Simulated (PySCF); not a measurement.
# C₅H₆F₂OSi: electronic excitations

Aim: predict the electronic excitations of C₅H₆F₂OSi (`C#C/C=C/CO[SiH](F)F`).

Computed with PySCF 2.14.0, with density-fitted response routines of our own, on a single molecule in the gas phase. Atoms are numbered from 0 throughout.

### Step 1. The starting structure

15 atoms, charge 0, multiplicity 1; geometry from: GFN2-xTB.

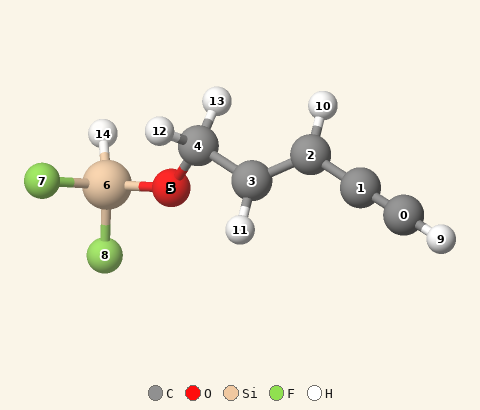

The starting geometry (carbon grey, oxygen red, silicon light orange, fluorine green, hydrogen white), atoms numbered.

### Step 2. TDDFT and polarisability: CAM-B3LYP/def2-SVPD

Job settings and geometry (Å):

```
{"job": {"kind": "uv", "xc": "CAM-B3LYP", "basis": "def2-SVPD", "nstates": 8, "ntriplets": 3}, "charge": 0, "multiplicity": 1}
C      4.059351    -0.170622     1.298771
C      3.051756    -0.401580     0.687133
C      1.880874    -0.696932    -0.039186
C      0.766128     0.024955     0.045892
C     -0.474343    -0.263842    -0.735433
O     -1.589199    -0.218910     0.123281
Si    -3.162617    -0.189465    -0.123119
F     -3.587618     1.081968    -0.993999
F     -3.746652     0.091299     1.323501
H      4.937348     0.037491     1.833868
H      1.941963    -1.556616    -0.696218
H      0.705858     0.875476     0.709467
H     -0.598492     0.489010    -1.526327
H     -0.419277    -1.251568    -1.207505
H     -3.769495    -1.348329    -0.722039
```

With the program's defaults for keys left out, this is: TDDFT CAM-B3LYP/def2-SVPD, vertical, gas phase, core orbitals frozen in the response.

Run with:

```console
> OMP_NUM_THREADS=1 python probes_run.py task.json out
```

One launch serves the whole session: the jobs run in the order shown.

The log of the run:

```text
coarse grid: 14032 points
cycle   1  E = -757.7485804079  dE =  1.367e+00  |g| = 9.083e-01  |ddm| = 1.526e+01
cycle   2  E = -757.6921310742  dE =  5.645e-02  |g| = 1.130e+00  |ddm| = 3.215e+00
cycle   3  E = -757.9036553888  dE = -2.115e-01  |g| = 6.697e-02  |ddm| = 1.158e+00
cycle   4  E = -757.9044708451  dE = -8.155e-04  |g| = 3.357e-02  |ddm| = 2.684e-01
cycle   5  E = -757.9046929882  dE = -2.221e-04  |g| = 1.440e-02  |ddm| = 1.342e-01
cycle   6  E = -757.9047324824  dE = -3.949e-05  |g| = 3.014e-03  |ddm| = 3.455e-02
cycle   7  E = -757.9047345365  dE = -2.054e-06  |g| = 1.260e-03  |ddm| = 1.154e-02
final grid: 134616 points
cycle   8  E = -758.0242063384  dE = -3.018e-05  |g| = 3.434e-03  |ddm| = 1.508e-01
cycle   9  E = -758.0242054867  dE =  8.517e-07  |g| = 4.140e-03  |ddm| = 1.451e-02
cycle  10  E = -758.0242088463  dE = -3.360e-06  |g| = 6.001e-04  |ddm| = 7.234e-03
cycle  11  E = -758.0242089294  dE = -8.306e-08  |g| = 2.147e-04  |ddm| = 1.568e-03
cycle  12  E = -758.0242089391  dE = -9.710e-09  |g| = 8.990e-05  |ddm| = 5.531e-04
cycle  13  E = -758.0242089407  dE = -1.683e-09  |g| = 1.161e-05  |ddm| = 2.110e-04
cycle  14  E = -758.0242089408  dE = -2.865e-11  |g| = 5.675e-06  |ddm| = 3.387e-05
converged SCF energy = -758.0242089408

Static polarisability (au): isotropic 88.292, principal 62.412 70.401 132.065

Singlet excitations
state   eV       nm        f      main configurations
  1   5.4935    225.7   0.00508   H-1->L 0.92
  2   5.6345    220.0   0.38615   H->L 0.84
  3   6.3039    196.7   0.00175   H->L+2 0.24, H->L+5 0.23, H->L+7 0.18
  4   7.1006    174.6   0.00213   H->L+1 0.37, H->L+2 0.16, H->L+4 0.16
  5   7.4186    167.1   0.21658   H-2->L 0.44, H->L+1 0.10
  6   7.4859    165.6   0.04395   H->L+4 0.24, H->L+1 0.23, H->L+3 0.12
  7   7.6722    161.6   0.01124   H-3->L 0.43, H->L+6 0.11, H->L+2 0.08
  8   7.7369    160.3   0.03698   H-3->L 0.29, H->L+6 0.18, H->L+3 0.13

Triplet excitations (Tamm-Dancoff, eV): 3.4676 5.1570 5.6298
```

Wall time 35 s (1 thread of AMD EPYC 9R45, shared host); peak memory 1.1 GiB.

The orbitals next to the gap, with their largest atomic shares:

```tsv
orbital	eV	atoms
HOMO−3	-11.28	O5 44 %, C4 15 %, C3 10 %
HOMO−2	-10.85	O5 46 %, C4 14 %, H13 8 %
HOMO−1	-9.64	C0 42 %, C1 41 %, C2 7 %
HOMO	-8.57	C0 26 %, C3 22 %, C1 22 %
LUMO	-0.12	C3 27 %, C2 22 %, C0 15 %
LUMO+1	1.09	Si6 20 %, C4 16 %, H13 13 %
LUMO+2	1.45	C0 14 %, Si6 12 %, C2 11 %
```

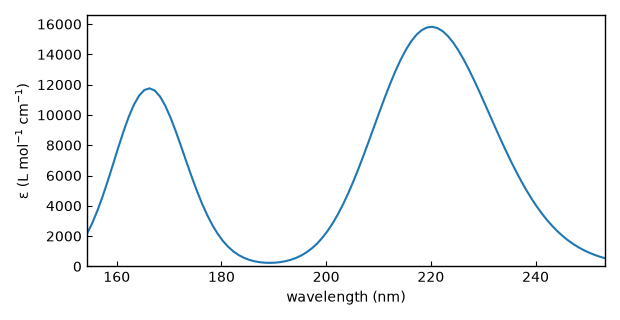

Absorption spectrum: each of the 8 states is a Gaussian band of 0.4 eV half-width at 1/e. Beyond the last state computed it falls off for lack of states.

Ground-state properties from the same run:

```tsv
property	computed
dipole moment (D)	2.79
polarisability (Å³)	13.08
HOMO–LUMO gap (eV)	8.45
−ε(HOMO) (eV)	8.57
```

### Step 3. Summary of results

```
                                quantity                        value
    lowest singlet (CAM-B3LYP/def2-SVPD)  5.49 eV (226 nm), f = 0.005
brightest single state of those computed  state 2, 5.63 eV, f = 0.386
                          lowest triplet                      3.47 eV
```

**Reading.** The first singlet state (HOMO−1→LUMO 0.92) lies at 5.49 eV and is weak; of the 8 states computed, the strongest absorption comes from state 2 at 5.63 eV. The lowest triplet lies 2.03 eV below the lowest singlet (triplets in Tamm-Dancoff, singlets in full TDDFT).
